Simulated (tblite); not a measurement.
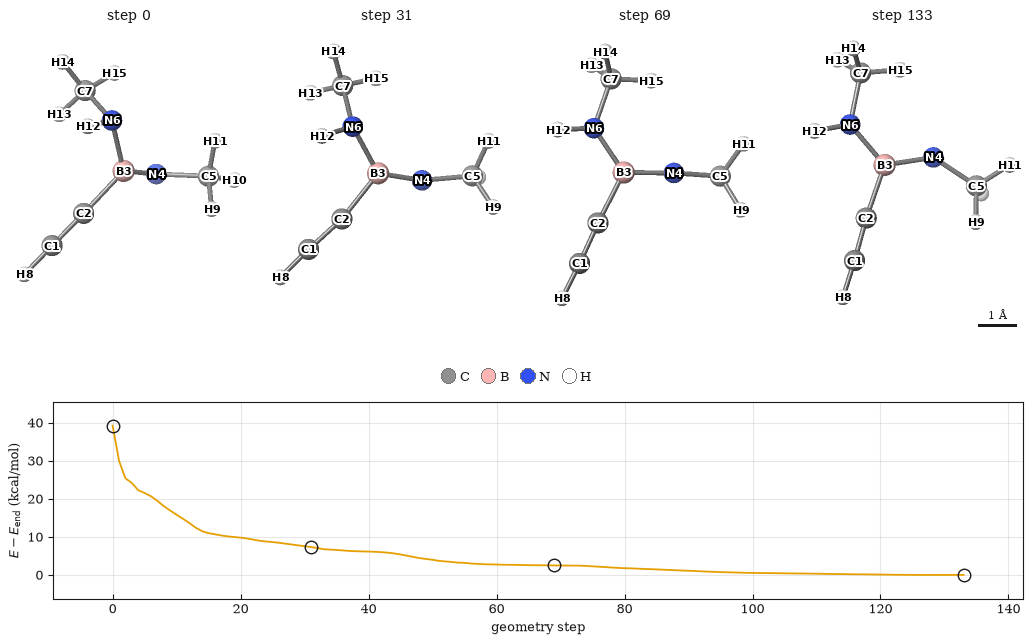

Frames of a relaxation of C$_{4}$H$_{8}$BN$_{2}$ (multiplicity 2), marked on the history of the run. The picture is a ball-and-stick view, seen at a tilt.

Theory: GFN2-xTB geometry optimisation, gas phase (tblite 0.8.0). 

Q: What happens along the run?

A: Over 133 geometry steps the energy falls by 39.2 kcal/mol. The atom that moves furthest after the best rigid fit is H12 (1.73 Å). By element the largest moves are H 1.73 Å, N 1.15 Å, C 0.89 Å, B 0.39 Å. Near-neighbour distances that change, for instance: B3–N4 1.539 → 1.373 Å, B3–N6 1.518 → 1.416 Å, N4–C5 1.473 → 1.391 Å, N6–H12 1.069 → 1.008 Å. Bond angles that change, for instance: B3–N4–C5 105.1° → 138.3°, B3–N6–C7 106.7° → 126.0°, B3–N6–H12 109.1° → 120.0°. Groups turn about B3–N4 by about 110°, N4–C5 by about 80°. From step 0 to 31: N4 moves most (0.83 Å), energy −31.9 kcal/mol. From step 31 to 69: H atoms move most (0.95 Å), energy −4.83 kcal/mol. From step 69 to 133: H9 moves most (0.77 Å), energy −2.50 kcal/mol.

```tsv
step	E − E(0), kcal/mol
0	0.00
1	-9.21
2	-13.83
3	-15.05
4	-16.96
5	-17.70
6	-18.56
7	-19.76
8	-21.14
9	-22.30
10	-23.41
16	-28.55
23	-30.25
29	-31.45
36	-32.80
42	-33.24
49	-35.04
55	-36.04
62	-36.55
68	-36.70
75	-36.96
81	-37.50
88	-38.00
94	-38.42
101	-38.71
107	-38.83
114	-39.00
120	-39.12
127	-39.22
133	-39.22
```
